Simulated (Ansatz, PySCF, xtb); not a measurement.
Dissociation curve of BrLi, singlet.

- UKS-B3LYP = unrestricted B3LYP/cc-pVDZ run with Ansatz (a program for electronic structure)
- RKS-LDA (SVWN5)/6-31G* = restricted LDA (SVWN5)/6-31G*, spherical d in PySCF 2.14.0
- UHF/cc-pVDZ (Ansatz)
- UKS-LDA (SVWN5)/6-31G* = PySCF with unrestricted LDA (SVWN5)/6-31G*, spherical d
- GFN1-xTB (xtb)

Energies are in kcal/mol, each relative to the lowest point of its own curve between 1.80 and 2.78 Å, where full CI is lowest.

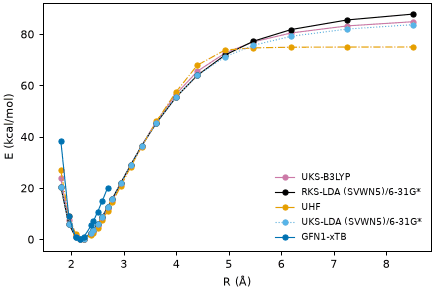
Fig. 1. Energy against bond length for each method.

```
R / Å  UKS-B3LYP  RKS-LDA (SVWN5)/6-31G*   UHF  UKS-LDA (SVWN5)/6-31G*  GFN1-xTB
-----  ---------  ----------------------  ----  ----------------------  --------
1.80        23.8                    20.6  26.9                    20.6      38.4
1.95         7.6                     6.1   9.2                     6.1       9.2
2.08         1.5                     1.0   2.2                     1.0       0.9
2.17         0.0                     0.0   0.3                     0.0       0.0
2.24         0.0                     0.3   0.0                     0.3       1.0
2.38         2.0                     2.6   1.6                     2.6       5.4
2.42         3.0                     3.6   2.5                     3.6       7.0
2.50         5.2                     5.9   4.6                     5.9      10.6
2.59         8.1                     8.9   7.4                     8.9      15.0
2.69        11.7                    12.4  11.0                    12.4      20.0
2.78        15.1                    15.8  14.4                    15.8         —
2.94        21.4                    21.9  20.7                    21.9         —
3.13        28.8                    29.0  28.1                    29.0         —
3.34        36.5                    36.4  36.1                    36.4         —
3.62        45.9                    45.3  45.9                    45.3         —
4.00        56.7                    55.5  57.6                    55.5         —
4.40        65.5                    63.9  67.9                    63.9         —
4.93        72.6                    71.8  73.8                    71.2         —
5.47        77.0                    77.2  74.6                    75.6         —
6.19        80.5                    81.8  74.9                    79.2         —
7.26        83.2                    85.5  74.9                    82.0         —
8.51        84.8                    87.8  75.0                    83.7         —
```

At the longest distance, 8.51 Å, RKS-LDA (SVWN5)/6-31G* lies highest above its minimum (87.8 kcal/mol) and UHF lowest (75.0 kcal/mol).

Dashes: no converged value, or the column stops at the first point that the program doubted or that broke a chosen test of continuity, which isn't proof of a fault.

The unrestricted determinant behind UKS-B3LYP is spin-contaminated at 4.40 to 8.51 Å (<S²> up to 0.6, against 0.00 for a pure singlet). The restricted form behind RKS-LDA (SVWN5)/6-31G* keeps the bonding electrons paired and can't separate into open-shell fragments. The unrestricted determinant behind UHF is spin-contaminated at 4.93 to 8.51 Å (<S²> up to 1.0, against 0.00 for a pure singlet). The unrestricted determinant behind UKS-LDA (SVWN5)/6-31G* is spin-contaminated at 4.40 to 8.51 Å (<S²> up to 0.5, against 0.00 for a pure singlet).
